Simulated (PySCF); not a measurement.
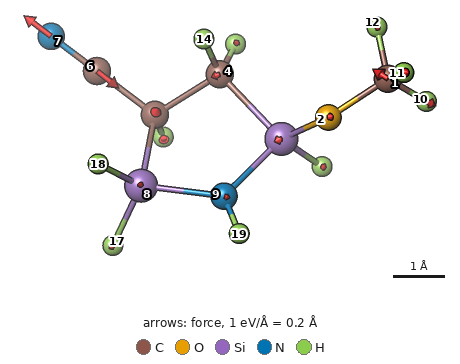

Starting geometry of C₄H₁₀N₂OSi₂ with the computed forces as red arrows. A ball-and-stick model, seen at a tilt.

The start comes from GFN2-xTB. Its atoms were then displaced at random by about 0.01 Å.

Level of theory: PySCF, PBE0-D3(BJ)/def2-SVP geometry optimisation, gas phase. 

> Is this structure relaxed? If not, where do the atoms go?

It isn't relaxed: the largest force vector, on an N atom, is 3.49 eV/Å. The final displacements have little in common with the starting forces (cosine between the two patterns 0.11). Over 16 geometry steps the energy falls by 28.5 kJ/mol. The atom that moves furthest after the best rigid fit is an H atom (0.35 Å). By element the largest moves are H 0.35 Å, O 0.28 Å, N 0.19 Å, C 0.11 Å, Si 0.08 Å. Near-neighbour distances that change, for instance: N–Si 1.700 → 1.740 Å, C–H 1.071 → 1.105 Å, H–Si 1.465 → 1.497 Å, O–Si 1.633 → 1.660 Å. Bond angles that change, for instance: O–Si–N 103.9° → 110.8°, Si–C–H 112.8° → 106.3°, O–Si–H 111.7° → 106.2°. Groups turn about C–O by about 30°, O–Si by about 20°.
